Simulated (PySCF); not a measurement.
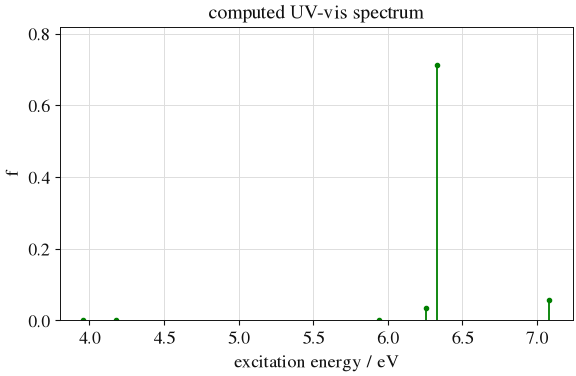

Vertical TDDFT excitations, CAM-B3LYP/def2-SVPD, PySCF, at a PBE0-D3(BJ)/def2-SVP geometry (no frequency check), gas phase. Only the first 10 singlet excitations are included. States within 0.01 eV of each other are merged, with their strengths summed. The highest state may be half of a pair whose partner wasn't computed.

> Which molecule gives this spectrum?
A. CHNS, SMILES C#[N+][S-]
B. C₅H₅N, SMILES C=C/C=C\C#N
C. C₅H₅N (E-2,4-pentadienenitrile), SMILES C=C/C=C/C#N

Option A. Its lowest singlet lies at 3.96 eV (f = 0.000) and the brightest of those computed is S8 at 6.33 eV (196 nm), f = 0.712, mixed, the largest part being HOMO → LUMO (44 %).

Caveats: core orbitals are frozen in the response.
